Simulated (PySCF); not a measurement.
# BSe⁺ (triplet): edits of the settings

What does each single edit do to the base result for BSe⁺ (triplet)?

Program: PySCF 2.14.0. Level of theory: each script names its method and basis. These are calculated values, not measurements.

## (1) The system as given

BSe⁺ (triplet): 2 atoms, charge 1, spin multiplicity 3.

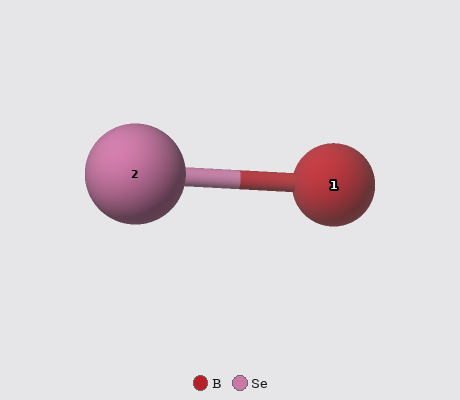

Start geometry, drawn with boron red, selenium pink; atoms are numbered from 1 in the order of the file.

## (2) The run that the others are compared with

Contents of input.py:

```python
from pyscf import gto, scf, cc

mol = gto.M(
    atom='B 0 0 0; Se 0 0 2.131',
    basis='cc-pvdz-dk',
    charge=1,
    spin=2,
    verbose=3,
)
mf = scf.UHF(mol)
mf = mf.sfx2c1e()
mf = mf.density_fit(auxbasis='def2-universal-jkfit')
mf.kernel()
mycc = cc.CCSD(mf, frozen=10)
mycc.kernel()
e = mycc.eaccsd(nroots=3)[0]
print('roots (eV) =', (e*27.211386).round(3))
mf.dip_moment()
print('orbital energies (hartree):', [e[max(0, n-3):n+3].round(4) for e, n in zip(mf.mo_energy, mol.nelec)])
```

The run is started by

```console
> python input.py
```

Its log is not repeated here.

It gives: E(SCF) = -2452.268636 Eh, E(CCSD) − E(SCF) = -0.16903 Eh, ⟨S²⟩ = 2.044, attachment roots -9.304, -9.130, -6.517 eV.

The bond length is a typed value, not an optimised one. Positive EA roots mean that the added electron is unbound. The dipole of an ion depends on the origin. The triplet is typed in the script; nothing here shows that it is the ground state.

## (3) Spin-free X2C off

Run 1 changes spin-free X2C: on → off.

Changes to input.py since step 2:

```diff
@@ -10,3 +10,2 @@
 mf = scf.UHF(mol)
-mf = mf.sfx2c1e()
 mf = mf.density_fit(auxbasis='def2-universal-jkfit')
```

The run is started by

```console
> python input.py
```

What it wrote:

```text
WARN: HOMO -0.200840532573296 >= LUMO -0.282625217517088

converged SCF energy = -2407.31395517203  <S^2> = 2.0409174  2S+1 = 3.0271554
E(UCCSD) = -2407.483659747433  E_corr = -0.1697045754022407
roots (eV) = [-9.013 -8.821 -7.414]

WARN: System has nonzero charge 1; the dipole moment is origin-dependent.
Location of origin: [0. 0. 0.]

Dipole moment(X, Y, Z, Debye): -0.00000,  0.00000,  3.96457
orbital energies (hartree): [array([-0.7085, -0.6928, -0.6351, -0.2317, -0.223 , -0.0988]), array([-1.0738, -0.7757, -0.6078, -0.2791, -0.2717, -0.1946])]
```

It took 19 s on 1 thread, shared host.

The spin-free X2C (off) was meant as a poor choice, so the numbers below may not describe BSe⁺ (triplet) as the base run means it. This run: E(SCF) = -2407.313955 Eh, E(CCSD) − E(SCF) = -0.16970 Eh, ⟨S²⟩ = 2.041, attachment roots -9.013, -8.821, -7.414 eV.

## (4) Convergence threshold 1e-05 hartree

Run 2 changes convergence threshold: default → 1e-05 hartree.

Changes to input.py since step 2:

```diff
@@ -12,2 +12,3 @@
 mf = mf.density_fit(auxbasis='def2-universal-jkfit')
+mf.conv_tol = 1e-05
 mf.kernel()
```

The run is started by

```console
> python input.py
```

What it wrote:

```text
WARN: HOMO -0.206394963243635 >= LUMO -0.291021889475628

converged SCF energy = -2452.26863566486  <S^2> = 2.0447246  2S+1 = 3.0296697
E(UCCSD) = -2452.437662223714  E_corr = -0.1690265588503486
roots (eV) = [-9.305 -9.129 -6.517]
Dipole moment(X, Y, Z, Debye): -0.00000, -0.00000,  4.07708
orbital energies (hartree): [array([-0.7073, -0.6924, -0.6346, -0.2295, -0.2206, -0.1016]), array([-1.1028, -0.7823, -0.6055, -0.2764, -0.2705, -0.194 ])]
```

It took 25 s on 1 thread, shared host.

Outcome: E(SCF) = -2452.268636 Eh (no change), E(CCSD) − E(SCF) = -0.16903 Eh, ⟨S²⟩ = 2.045, attachment roots -9.305, -9.129, -6.517 eV.

## (5) Comparison

```
                                run  E(SCF) (hartree)  from base (eV)  gap, α spin (eV)                                                 after the SCF
                               base      -2452.268636               0             11.02  CCSD correlation -4.599 eV, core frozen, first root -9.30 eV
    spin-free X2C off (poor choice)      -2407.313955  not comparable             10.98  CCSD correlation -4.618 eV, core frozen, first root -9.01 eV
convergence threshold 1e-05 hartree      -2452.268636          0.0000             11.02  CCSD correlation -4.599 eV, core frozen, first root -9.30 eV
```

What this shows: No change of the SCF energy comes from convergence threshold 1e-05 hartree. Rows marked «poor choice» come from settings spoiled on purpose.
